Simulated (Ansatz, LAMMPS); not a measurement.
# Aqueous N(CH3)4+ and BF4-, 0.9 mol of salt per kg of water at 300 K (214 atoms): support functions against a reference

Wanted: errors and times of a linear-scaling basis for aqueous N(CH3)4+ and BF4-, 0.9 mol of salt per kg of water at 300 K (214 atoms). A setting counts as converged where the r.m.s. difference of forces stays under 1 % of the r.m.s. force.

Method: Kohn-Sham DFT, PBE+D3(BJ), PAW (set soft_2), plane waves, in Ansatz 0.2.0.

**1. The starting structure**

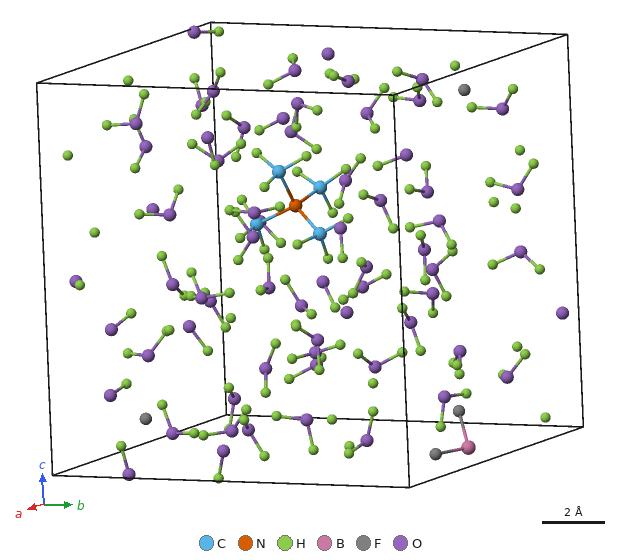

The cell as given, slightly off an axis (carbon blue, nitrogen orange, hydrogen green, boron pink, fluorine grey, oxygen purple). Bonds to atoms that aren't drawn are left out. Some periodic images of atoms are drawn too.

The cell holds 214 atoms: 4 C, 1 N, 140 H, 1 B, 4 F and 64 O. Its edges and angles: a = 12.889 Å, b = 12.889 Å, c = 12.889 Å, α = 90.0°, β = 90.0°, γ = 90.0°. 64 H2O, 1 N(CH3)4+, 1 BF4- placed at random, at 1.02 g/cm³; overlaps pushed apart, then 10 ps at 420 K with stiff harmonic cages for PF6 and BF4 with UFF radii; MMFF94 bonds, angles, torsions, charges and radii (Halgren, J. Comput. Chem. 17, 490 (1996)) in harmonic and 12-6 forms; SPC/E water (Berendsen, Grigera and Straatsma, J. Phys. Chem. 91, 6269 (1987)); charges of ions scaled by 0.85. Snapshot after 20 ps at 300 K and fixed volume.

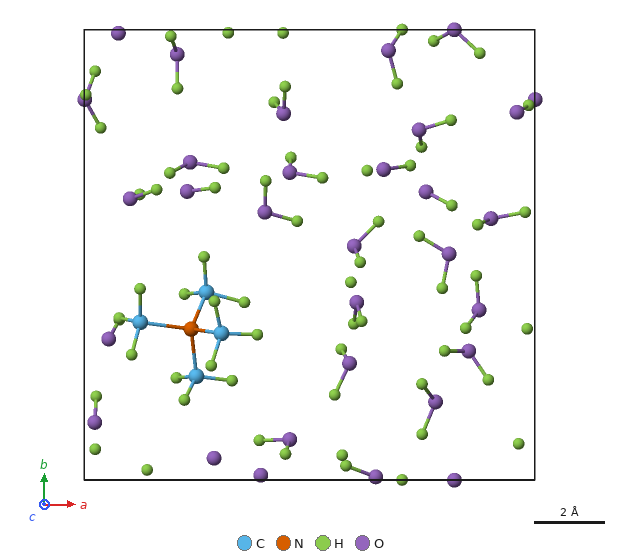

A slice 6 Å thick through the middle of the cell. Bonds to atoms that aren't drawn are left out.

Before any run, some limits are plain. The network of contacts between molecules at the start is that of the classical potential that made the cell, and needn't be the one that DFT or experiment would give. The density was typed from a rule of thumb and may lie off the real one at this temperature. Sampling is at Γ alone, for a cell whose shortest periodic width is 13 Å.

**2. The classical run that made the cell**

A classical potential makes the cell, at a small fraction of what the same run would cost in DFT.

This step: classical MD, stiff harmonic cages for PF6 and BF4 with UFF radii; MMFF94 bonds, angles, torsions, charges and radii (Halgren, J. Comput. Chem. 17, 490 (1996)) in harmonic and 12-6 forms; SPC/E water (Berendsen, Grigera and Straatsma, J. Phys. Chem. 91, 6269 (1987)); charges of ions scaled by 0.85 (LAMMPS 22 Jul 2025 - Update 4).

Contents of in.lmp:

```
# aqueous N(CH3)4+ and BF4-, 0.9 mol of salt per kg of water
units real
atom_style full
boundary p p p
bond_style harmonic
angle_style harmonic
dihedral_style opls
improper_style harmonic
special_bonds lj 0 0 0.5 coul 0 0 0.75
read_data data.lmp
neigh_modify delay 0 every 1 check yes one 4000
comm_modify cutoff 12.0
timestep 0.5
thermo_style custom step time temp pe press density
thermo_modify norm yes
# push overlapping molecules apart
pair_style soft 2.6
pair_coeff * * 0.0
variable a equal ramp(1,60)
fix ad all adapt 1 pair soft a * * v_a
velocity all create 420 844556 mom yes dist gaussian
fix lim all nve/limit 0.03
fix lan all langevin 420 420 50 844557 zero yes
thermo 1000
run 3000 post no
unfix ad
pair_style lj/cut/coul/long 9.0
pair_modify mix arithmetic tail yes
pair_coeff 1 1 0.0678 3.3680   # C
pair_coeff 2 2 0.0721 3.3270   # N
pair_coeff 3 3 0.0216 2.5400   # H
pair_coeff 4 4 0.1800 3.6375   # B
pair_coeff 5 5 0.0500 2.9970   # F
pair_coeff 6 6 0.1553 3.1660   # O
# [... 20 lines left out ...]
compute msd all msd com yes
thermo 5000
fix md all nvt temp 300 300 100
run 20000 post no
print "== T300: mean square displacement over the hold $(c_msd[4]:%.2f) A^2"
unfix md
uncompute msd
write_dump all custom T300.dump id type xs ys zs modify sort id
```

The run is started by

```sh
$ lmp -in in.lmp -log none -nocite
```

Numbers of over 12 decimals in the logs are rounded to 6 here.

Output:

```text
LAMMPS (22 Jul 2025 - Update 4)
Reading data file ...
  orthogonal box = (0 0 0) to (12.88883 12.88883 12.88883)
  214 atoms
  orthogonal box = (0 0 0) to (12.88883 12.88883 12.88883)
  154 bonds
  94 angles
  36 dihedrals
WARNING: Bond/angle/dihedral extent > half of periodic box length
   Step          Time           Temp          PotEng         Press         Density
         0   0              420            0.24758468     8210.7386      1.0190005
      1000   500            410.83978      0.94234107     37121.749      1.0190005
      2000   1000           390.72011      0.9780184      34092.985      1.0190005
      3000   1500           402.69258      1.0359574      47807.85       1.0190005
WARNING: Bond/angle/dihedral extent > half of periodic box length
Loop time of 0.230594 s on 1 MPI rank(s) for 3000 steps with 214 atoms
PPPM initialization ...
  G vector (1/distance) = 0.30036213
  grid = 8 8 8
[... 31 lines left out ...]
Loop time of 7.547 s on 1 MPI rank(s) for 10000 steps with 214 atoms
WARNING: Bond/angle/dihedral extent > half of periodic box length
   Step          Time           Temp          PotEng         Press         Density
[... 4 lines left out ...]
WARNING: Bond/angle/dihedral extent > half of periodic box length
Loop time of 3.72358 s on 1 MPI rank(s) for 5000 steps with 214 atoms
WARNING: Bond/angle/dihedral extent > half of periodic box length
   Step          Time           Temp          PotEng         Press         Density
[... 2 lines left out ...]
     25000   24000          270.08373     -3.7017843      2721.1719      1.0190005
     30000   29000          296.87973     -3.6087605     -1895.392       1.0190005
     35000   34000          281.78135     -3.6423976     -2037.6956      1.0190005
     37000   36000          286.69839     -3.6225021     -3519.6423      1.0190005
WARNING: Bond/angle/dihedral extent > half of periodic box length
Loop time of 14.5819 s on 1 MPI rank(s) for 20000 steps with 214 atoms
== T300: mean square displacement over the hold 26.78 A^2
```

It took 28 s on 1 thread of Arm Neoverse V2, shared host; peak memory 0.12 GiB.

The input also reads data.lmp (atoms, bonds and types; not printed here).

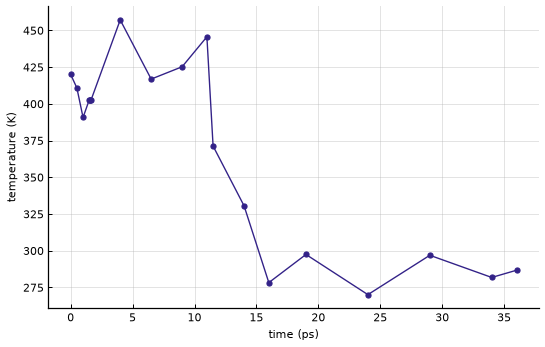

Temperature, plotted against time.

**3. Plane-wave single point**

This run is the reference for what follows, at a cutoff of 420 eV.

Contents of input.yaml:

```yaml
crystal:
  lattice:
    - [12.88883, 0.0, 0.0]
    - [0.0, 12.88883, 0.0]
    - [0.0, 0.0, 12.88883]
  atoms:
    - { symbol: C, position: [0.12403, 0.35024, 0.6093] }
    - { symbol: "N", position: [0.23714, 0.3351, 0.57997] }
    - { symbol: C, position: [0.27098, 0.41696, 0.51584] }
    - { symbol: C, position: [0.30432, 0.32559, 0.67645] }
    - { symbol: C, position: [0.24874, 0.23048, 0.53159] }
    - { symbol: H, position: [0.12351, 0.42449, 0.65855] }
    - { symbol: H, position: [0.10499, 0.27807, 0.64442] }
    - { symbol: H, position: [0.07712, 0.3595, 0.53795] }
    - { symbol: H, position: [0.35532, 0.3945, 0.50113] }
    - { symbol: H, position: [0.22246, 0.41286, 0.44508] }
    - { symbol: H, position: [0.26557, 0.49548, 0.55691] }
    - { symbol: H, position: [0.28158, 0.25385, 0.71866] }
    - { symbol: H, position: [0.38408, 0.32274, 0.65002] }
    - { symbol: H, position: [0.2888, 0.39671, 0.716] }
    - { symbol: H, position: [0.20432, 0.22676, 0.46008] }
    - { symbol: H, position: [0.22203, 0.17774, 0.58763] }
    - { symbol: H, position: [0.32777, 0.22065, 0.50823] }
    - { symbol: B, position: [0.58552, 0.96498, 0.03689] }
    - { symbol: F, position: [0.53499, 0.91767, 0.12041] }
    - { symbol: F, position: [0.59498, 0.06782, 0.08393] }
    - { symbol: F, position: [0.5401, 0.97175, 0.94117] }
    - { symbol: F, position: [0.68861, 0.92326, 0.03482] }
    - { symbol: O, position: [0.10151, 0.00328, 0.99076] }
    - { symbol: H, position: [0.09356, 0.94116, 0.03655] }
    - { symbol: H, position: [0.03286, 0.03858, 0.98291] }
    - { symbol: O, position: [0.72733, 0.78864, 0.90496] }
    - { symbol: H, position: [0.69249, 0.82289, 0.96523] }
    - { symbol: H, position: [0.78152, 0.83605, 0.87605] }
    - { symbol: O, position: [0.40077, 0.59468, 0.40621] }
    - { symbol: H, position: [0.4725, 0.57476, 0.38436] }
    - { symbol: H, position: [0.40263, 0.66409, 0.44084] }
    - { symbol: O, position: [0.77592, 0.4437, 0.09547] }
    [... 176 atom lines left out ...]
    - { symbol: O, position: [0.66448, 0.68942, 0.72082] }
    - { symbol: H, position: [0.72376, 0.69828, 0.67155] }
    - { symbol: H, position: [0.67262, 0.73868, 0.7802] }
    - { symbol: O, position: [0.22832, 0.64063, 0.29063] }
    - { symbol: H, position: [0.24306, 0.67267, 0.22153] }
    - { symbol: H, position: [0.2901, 0.64912, 0.33678] }
kpoints:
  mp_grid: { grid: [1, 1, 1] }
hamiltonian:
  xc: pbe
  dispersion: d3bj
scf:
  occupations: { method: fixed }
output:
  forces: true
  stress: true
  populations: true
  dos:
    method: { smearing: { sigma: 0.08 } }
    de: 0.1
    projected: { site_lists: { B: [B], C: [C], F: [F], H: [H], "N": ["N"] } }
  eigenvalues: true
  write_density: true
  write_potential: true
  volumetric_format: npy
```

The run is started by

```sh
$ ansatz run input.yaml --threads 8 --pin off --max-ram 15872MiB --backend cpu --events-out ev --progress --plain --runs-dir out
```

Output:

```text
Engine: ansatz 0.2.0, aarch64-unknown-linux-gnu
Pseudopotentials: kind: paw
Pseudopotential: C, paw, valence charge 4, recommended cutoff 420 eV (normal), C.paw.azcp
Pseudopotential: N, paw, valence charge 5, recommended cutoff 420 eV (normal), N.paw.azcp
Pseudopotential: H, paw, valence charge 1, recommended cutoff 420 eV (normal), H.paw.azcp
Pseudopotential: B, paw, valence charge 3, recommended cutoff 420 eV (normal), B.paw.azcp
Pseudopotential: F, paw, valence charge 7, recommended cutoff 420 eV (normal), F.paw.azcp
Pseudopotential: O, paw, valence charge 6, recommended cutoff 420 eV (normal), O.paw.azcp
[... 5 lines on functional and potentials left out ...]
Crystal: 214 atoms, lattice volume = 2141.117 Å³
Basis set: ecut = 420 eV, 41851 PW (Γ), exchange–correlation on 180×180×180 points (8 copies of the dense FFT grid, shifted against one another)
Bands: 502, of which v1, the nominal top of the filled ones, is band 288 counted from 1 (287 counted from 0)
Symmetry: 1 space group operations
Space group: P1 (ITA 1), of the structure as read, at distance tolerance 1.3e-4 Å
k-points: 1
[... 13 lines on functional and potentials left out ...]
Initial density: superposition of atomic densities (neutral atoms: chi_scale 0, normalization atom), corrected by the library's trained network
Initial wavefunctions: pseudopotential atomic-orbital guess
Functional: x = pbe(κ = 0.804, μ = 0.219515), c = pbe(β = 0.066725)
SCF iter   1: F=—  HF=-43352.594737 eV  |F-HF|=—  |Δ(HF+E_count)|=         —  Δρ=3.18e-3  dr2=2.57e-1  ethr=1.77e-3  ⟨swp⟩=5.0  Hψ=1708  notcnv=0  defer=209
preconditioner: auto → Resta (q_TF=auto, 2.192 Å⁻¹)  ε∞=2.2  [insulator: Δε(μ)=4.275 eV  Ē_g=17.544 eV  n_scr=388 (ndim 8)  ℏωp=19.2 eV  f_vac=0.266  ε∞_Penn≈2.2]
SCF iter   2: F=—  HF=-43352.497068 eV  |F-HF|=—  |Δ(HF+E_count)|=   9.77e-2  Δρ=1.38e-3  dr2=5.08e-2  ethr=4.46e-5  ⟨swp⟩=2.0  Hψ=864  notcnv=0  defer=212
SCF iter   3: F=—  HF=-43352.462650 eV  |F-HF|=—  |Δ(HF+E_count)|=   3.44e-2  Δρ=6.14e-4  dr2=1.20e-2  ethr=8.82e-6  ⟨swp⟩=3.0  Hψ=582  notcnv=0  defer=212
SCF iter   4: F=—  HF=-43352.459225 eV  |F-HF|=—  |Δ(HF+E_count)|=   3.42e-3  Δρ=2.04e-4  dr2=1.07e-3  ethr=2.08e-6  ⟨swp⟩=3.0  Hψ=582  notcnv=0  defer=212
SCF iter   5: F=—  HF=-43352.459115 eV  |F-HF|=—  |Δ(HF+E_count)|=   1.11e-4  Δρ=9.27e-5  dr2=1.60e-4  ethr=1.86e-7  ⟨swp⟩=2.0  Hψ=579  notcnv=0  defer=212
SCF iter   6: F=—  HF=-43352.459129 eV  |F-HF|=—  |Δ(HF+E_count)|=   1.49e-5  Δρ=3.43e-5  dr2=2.07e-5  ethr=2.78e-8  ⟨swp⟩=2.0  Hψ=861  notcnv=0  defer=211
SCF iter   7: F=—  HF=-43352.459344 eV  |F-HF|=—  |Δ(HF+E_count)|=   2.14e-4  Δρ=9.97e-6  dr2=1.77e-6  ethr=3.60e-9  ⟨swp⟩=2.0  Hψ=581  notcnv=0  defer=207
SCF iter   8: F=—  HF=-43352.459344 eV  |F-HF|=—  |Δ(HF+E_count)|=   5.53e-7  Δρ=3.19e-6  dr2=1.96e-7  ethr=3.08e-10  ⟨swp⟩=2.0  Hψ=579  notcnv=0  defer=207
SCF iter   9: F=-43352.459344 eV  HF=-43352.459344 eV  |F-HF|=3.39e-8  |Δ(HF+E_count)|=   1.69e-8  Δρ=1.66e-6  dr2=4.68e-8  ethr=1.74e-11  ⟨swp⟩=21.0  Hψ=4790  notcnv=0
SCF 1 converged in 9 iterations: F = -43352.459344 eV  dr2 = 4.68e-8
  greatest PAW one-centre occupation: 0.930 electrons in one spin orbital (limit 2), on the F atom at site 21 (counted from 0), in its partial waves of l = 0
WARN: The input density's exchange-correlation potential varies sharply where the density is thin. Do not read a vacuum level from v_tot or v_xc, or from such a field of the output density. On a cell that repeats whose density bears no net charge and no dipole along the vacuum's axis use v_es (v_loc + v_h of the components); [...]
SCF converged after 9 iterations
Free energy (F): -43352.459344 eV
Harris-Foulkes:  -43352.459344 eV  (|F-HF|=3.39e-8)
Internal energy: -43352.459344 eV  (E = F + TS)
E sigma→0 (E₀):  -43352.459344 eV
Fermi energy:    -2.016840 eV
--- Per-component energies (eV) ---
  E_band       = -5518.523014
  E_kinetic    = 14446.693082
  E_local      = -46194.094272  (includes V_loc(G=0)·N_el)
  E_nonlocal   = 3771.361613
  E_hartree    = 16751.299959
  E_xc         = -6513.193755
  E_vxc        = -8314.558177  (∫ρ·V_xc dr)
  E_paw        = -11630.746918  (= ΣΔE_a)
  E_vpaw       = -2730.510031  (= ΣTr[D̂ρ^β])
  E_aug_tail   = 0.003740  (compensation charges beyond the density's cutoff)
  E_ewald      = -13976.341400
  E_disp       = -7.441393  (pairwise vdW)
  E_smearing   = -0.000000  (= −TS)
  E_closure    = 0.000000  (closes the sum)
  Σ components = -43352.459344   (vs F -43352.459344, Δ=0.00e0)
--- Forces (eV/Å), atoms counted from 1 ---
  atom   1  C      0.85070447     1.64950975    -0.12155622
  atom   2  N     -1.07723806    -2.13132458     1.84142056
  atom   3  C      2.02035869     1.48708180    -1.23614497
  atom   4  C     -0.88405287    -0.15371960    -0.52937020
  atom   5  C     -0.30940288     1.26097156    -1.62326628
  atom   6  H     -0.38032728    -1.50121206    -0.56409890
  atom   7  H     -0.83410586    -0.48730063     1.08533855
  atom   8  H      0.36056482     0.10524718     0.27843635
  atom   9  H     -1.05718709     1.07490597    -0.35593126
  atom  10  H      0.48953471     0.46933886     0.14823263
  atom  11  H      0.11074826    -1.27122046    -0.72896085
  atom  12  H      0.19121717     0.77404728    -0.13993508
  atom  13  H      0.36810411    -0.10339337     0.04226899
  atom  14  H      0.11923772     0.52574623     1.09823157
[...]
atom 213  H      0.13823121    -0.34352591     0.73389843
  atom 214  H     -0.33680021    -0.40965329    -0.84040983
  max |Σ_I F_I| component: 7.22e-5 eV/Å
--- Stress (GPa, compression-positive) ---
       -2.511520       0.607231      -0.616258
        0.607231      -2.628364      -0.386192
       -0.616258      -0.386192      -2.655949
  P = ⅓ Tr σ = -2.5986 GPa (-25.986 kbar)
--- Band table (eV) ---
  k-point 0: bands = ["-26.6503", "-25.8116", "-24.9809", "-23.8844", [... 486 levels ...], "11.0310", "11.0562", "11.0936", "11.1143", "11.1617", "11.1730", "11.2271", "11.2644", "11.2802", "11.3135", "11.3667", "11.3849"]
--- Löwdin populations: 214 sites ---
  site symbol       q [e]
     0      C      4.3349
     1      N      4.8403
     2      C      4.3160
[...]
213      H      0.6231
  spilling = 0.011032 (of n_electrons = 576.000000)
```

It took 23 s on 8 threads of Arm Neoverse V2, shared host; peak memory 3.2 GiB.

The program notes that the exchange-correlation potential is rough where the density is thin.

Read from the output:

- free energy: -43352.4593 eV
- free energy per atom: -202.5816 eV/atom
- SCF cycles: 9
- pressure: -2.599 GPa
- r.m.s. force component: 0.5919 eV/Å
- longest force: 3.857 eV/Å
- Fermi energy: -2.017 eV
- gap (highest filled to lowest empty level): 4.053 eV
- spilling of the projection: 0.01103

Length of the force by element:

| element | coordination | atoms | mean length of the force (eV/Å) | spread | least | most |
| --- | --- | --- | --- | --- | --- | --- |
| B | all | 1 | 3.86 | 0 | 3.86 | 3.86 |
| C | all | 4 | 1.94 | 0.626 | 1.04 | 2.80 |
| F | all | 4 | 1.17 | 0.374 | 0.801 | 1.77 |
| H | all | 140 | 0.988 | 0.315 | 0.261 | 1.65 |
| N | all | 1 | 3.02 | 0 | 3.02 | 3.02 |
| O | all | 64 | 0.599 | 0.271 | 0.0891 | 1.53 |

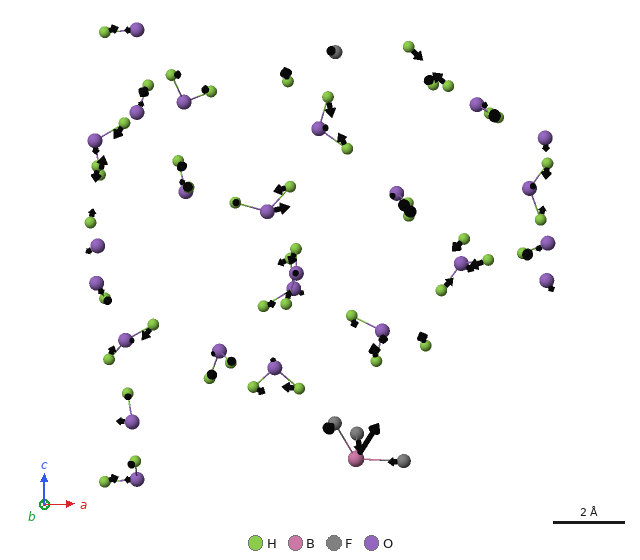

Forces as arrows; the longest in the cell is 3.86 eV/Å. Drawn is a slice 4 Å thick, seen along the normal of the ac plane. Bonds to atoms that aren't drawn are left out.

Löwdin charges by element (they lack the spilled electrons, 0.030 e an atom on average):

| element | coordination | atoms | mean charge (e) | spread | least | most |
| --- | --- | --- | --- | --- | --- | --- |
| B | all | 1 | 0.884 | 0 | 0.884 | 0.884 |
| C | all | 4 | -0.336 | 0.015 | -0.358 | -0.316 |
| F | all | 4 | -0.346 | 0.035 | -0.401 | -0.305 |
| H | all | 140 | 0.376 | 0.0502 | 0.195 | 0.419 |
| N | all | 1 | 0.160 | 0 | 0.160 | 0.160 |
| O | all | 64 | -0.696 | 0.0201 | -0.750 | -0.654 |

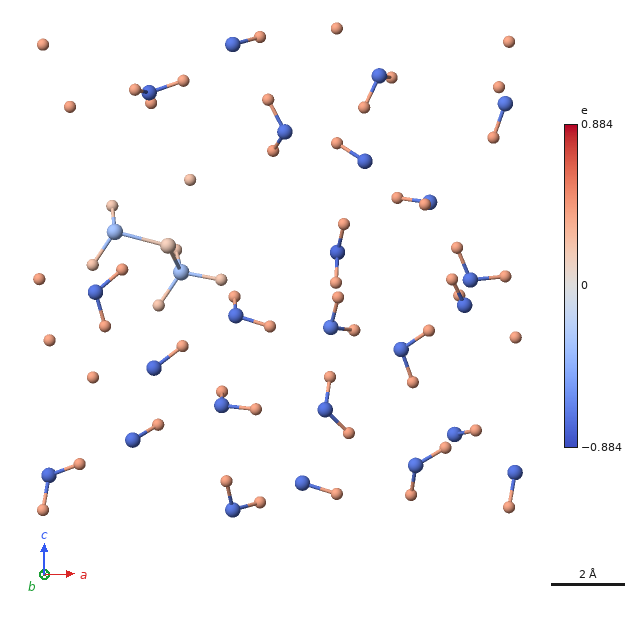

Atoms coloured by Löwdin charge. Drawn is a slice 4 Å thick, seen along the normal of the ac plane. Bonds to atoms that aren't drawn are left out.

Density of states as counts of states in windows of 1 eV (from the Fermi level), total and the larger projections:

| from (eV) | to (eV) | total | H s | F p |
| --- | --- | --- | --- | --- |
| -14 | -13 | 1.0 | 0.2 | 0.0 |
| -13 | -12 | 5.0 | 1.2 | 0.0 |
| -12 | -10 | 0.0 | 0.0 | 0.0 |
| -10 | -9 | 2.0 | 0.8 | 0.0 |
| -9 | -8 | 6.3 | 1.4 | 1.7 |
| -8 | -7 | 55.9 | 16.3 | 1.0 |
| -7 | -6 | 73.7 | 20.0 | 2.8 |
| -6 | -5 | 8.5 | 2.1 | 1.0 |
| -5 | -4 | 32.1 | 4.3 | 4.8 |
| -4 | -3 | 63.3 | 7.0 | 4.5 |
| -3 | -2 | 56.0 | 2.2 | 3.6 |
| -2 | -1 | 80.9 | 0.4 | 2.6 |
| -1 | 0 | 52.5 | 0.2 | 0.0 |
| 0 | 1 | 0.8 | 0.0 | 0.0 |
| 1 | 3 | 0.0 | 0.0 | 0.0 |
| 3 | 4 | 0.5 | 0.3 | 0.0 |
| 4 | 5 | 1.6 | 1.0 | 0.0 |

The curve was stored every 0.10 eV, coarse against its broadening of 0.08 eV, so these counts are rough.

With fixed occupations the program's Fermi level is the highest filled level; weight inside the gap is the broadening of levels at its edges.

Between -25 and -14 eV lie 138 more states.

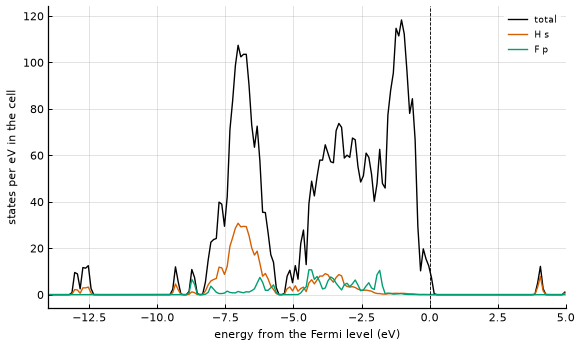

Total and projected density of states, with the broadening of the input.

Not all projections were asked for or kept, so they needn't add up to the total.

The levels nearest the highest filled one (over half full), pooled over k-points and spins:

| level less the highest filled one (eV) | occupation |
| --- | --- |
| -0.516 | 2 |
| -0.495 | 2 |
| -0.423 | 2 |
| -0.241 | 2 |
| -0.166 | 2 |
| 0 | 2 |
| 4.05 | 0 |
| 5.11 | 0 |
| 5.18 | 0 |
| 5.26 | 0 |
| 5.33 | 0 |
| 5.38 | 0 |

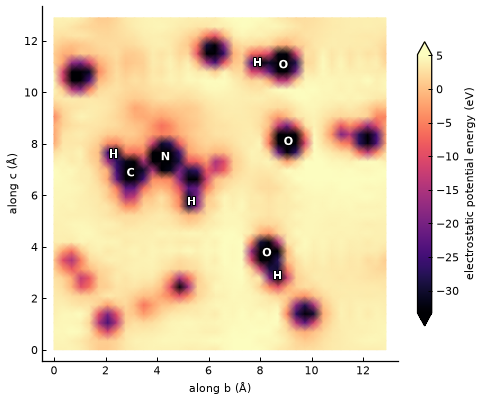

Electrostatic potential energy in the bc plane at fractional x = 0.235, with atoms of N and C and H and O within 0.2 Å of it. With pseudopotentials it is smooth inside the atoms' cores, unlike the true potential.

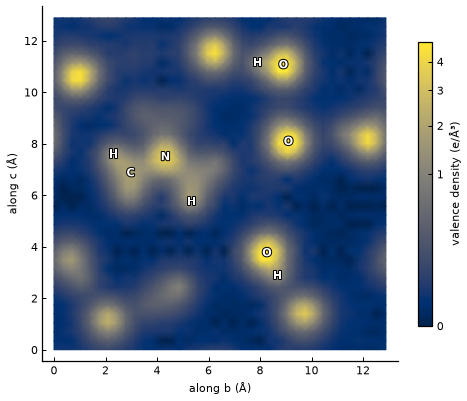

Valence density in the bc plane at fractional x = 0.235, with atoms of N and C and H and O within 0.2 Å of it. It is the smooth field of the valence electrons, not physical close to the nuclei. The colour scale is stretched toward low values.

Mean Löwdin charges: B +0.88, C -0.34, F -0.35, H +0.38, N +0.16, O -0.70 e (they miss 1.1 % of the electrons, so they add up to more than the cell's charge).

[end of part 1 of 2]

[Logs are printed without paths, hosts, clocks, repeated set-up lines and the standing remarks that a program may print on its own settings, such as how far it seeks lower states.]

[Hosts, paths, dates, database ids (printed as entryN), source tags and the programs' standing remarks are cut or masked in the printed files.]

[The MMFF94 radii named for the starting cell were scaled by 0.96; in molecules described by MMFF94, hydrogen bound to N, O or S took a small fixed 12-6 site in their place.]
